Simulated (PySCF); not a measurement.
## A study: CH4Si, SMILES `C=[SiH2]`

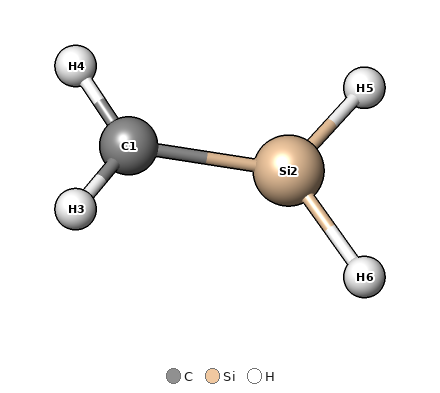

The molecule, with its atoms numbered as below. No frequency check shows the geometry to be a minimum.

Geometry (Å), atoms numbered from 1:

```
C1       1.1858   -0.0000    0.0000
Si2     -0.5618    0.0000    0.0000
H3       1.7652    0.9077    0.0000
H4       1.7652   -0.9077    0.0000
H5      -1.3902   -1.2002    0.0000
H6      -1.3903    1.2002    0.0000
```

Part 1: Bonding charge

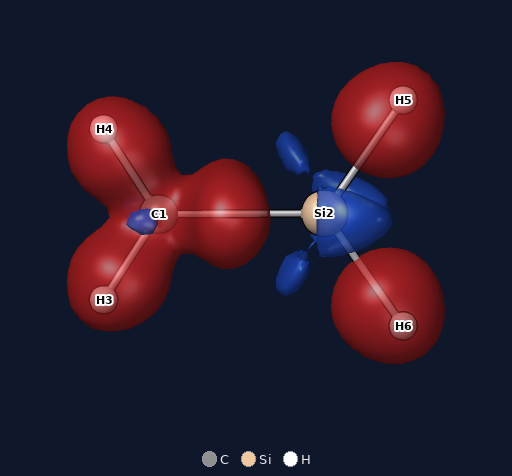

Deformation density (molecule less spherical, spin-averaged free atoms at the same positions), surfaces at ±0.09 e/Å³; red: gain, blue: loss.

Method: M06-2X/6-31+G*; geometry: GFN2-xTB; program: PySCF.

Question: How much density has each bond gained at its critical point, relative to the free atoms?

Answer: C1–H4 and C1–H3: +0.66 e/Å³ at the bond critical point (bond length 1.08 Å). Si2–H5 and Si2–H6: +0.21 e/Å³ at the bond critical point (bond length 1.46 Å). C1–Si2: +0.18 e/Å³ at the bond critical point (bond length 1.75 Å). In all, 1.4 electrons gather in the regions of gain relative to the promolecule.

Question: Where do the Hirshfeld charges lie?

Answer: The highest Hirshfeld charge is on Si2 (+0.30 e), the lowest on C1 (−0.26 e).

Part 2: Bond critical points

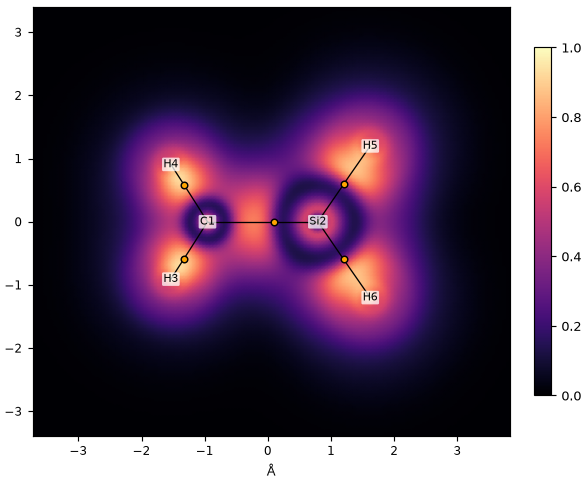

Localised orbital locator (LOL) in the molecular plane, with bond paths and bond critical points (dots).

Question: What values does LOL take at the bond critical points in this plane?

Answer: C1–H4 and C1–H3: about 0.89; Si2–H5 and Si2–H6: about 0.41; C1–Si2: about 0.33. Values above 0.5 mark slow, localised electrons, as in shared pairs; low values at a critical point mark a polar or closed-shell contact whose critical point lies between the shells.

Question: Where along C1–H4 does the critical point lie?

Answer: 0.69 Å from C1 and 0.39 Å from H4.

Part 3: Local ionisation energy

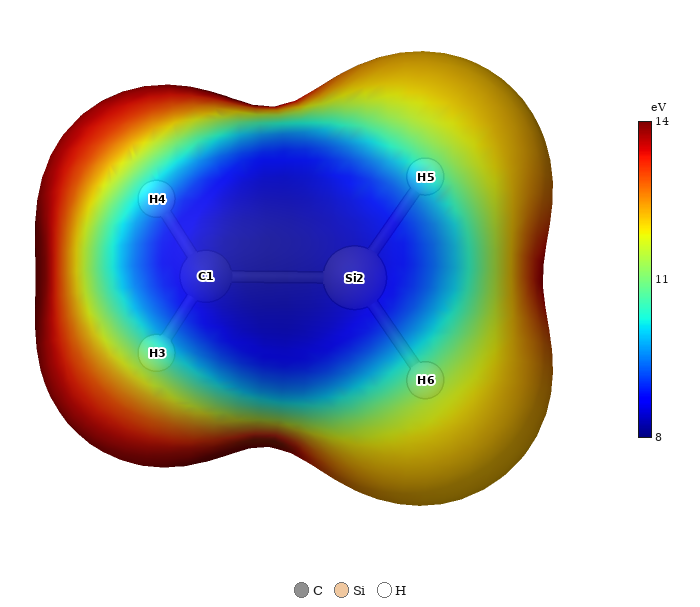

Average local ionisation energy on the surface of electron density 0.001 a.u.

Question: Locate the minima of the map.

Answer: The lowest value is 8.0 eV, off the molecular plane, over C1 (2.4 Å), and at like points elsewhere. For comparison, the highest occupied orbital lies at −7.5 eV.

Question: What volume does the surface enclose, and what is the dipole moment?

Answer: About 80 Å³; the dipole moment is 0.8 D.

Part 4: Removing or adding an electron

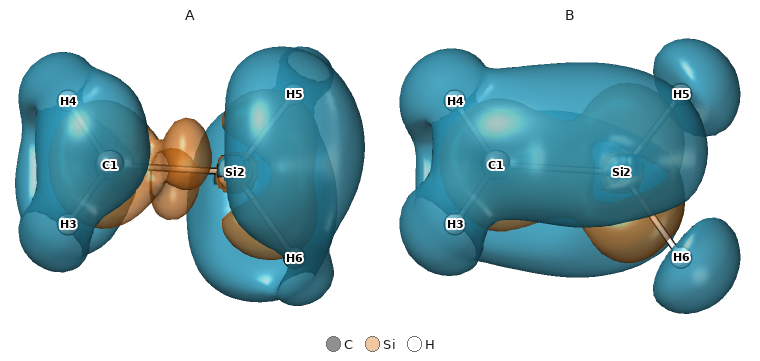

The two Fukui functions at ±0.015 e/Å³ (light blue positive, orange negative).

Level of theory: PBE0/def2-TZVP (PySCF), at a geometry from GFN2-xTB.

Question: Which panel is f⁻ (electron removed) and which f⁺ (electron added)?

Answer: A is f⁺, B is f⁻. f⁻ (Hirshfeld-condensed) is largest on Si2 (0.44) and C1 (0.25); the vertical ionisation energy is 8.63 eV. f⁺ (Hirshfeld-condensed) is largest on Si2 (0.49); the vertical electron affinity is −0.55 eV (the stability of the anion's solution wasn't checked; negative, but this basis has no diffuse functions, so it doesn't show that the anion is unbound).

Question: What chemical potential and hardness follow from the two energies?

Answer: μ = −(I + A)/2 = −4.04 eV and η = I − A = 9.18 eV.

The PySCF runs shown took 11 s and 110 s on 1 thread of AMD EPYC 7571 (shared host).
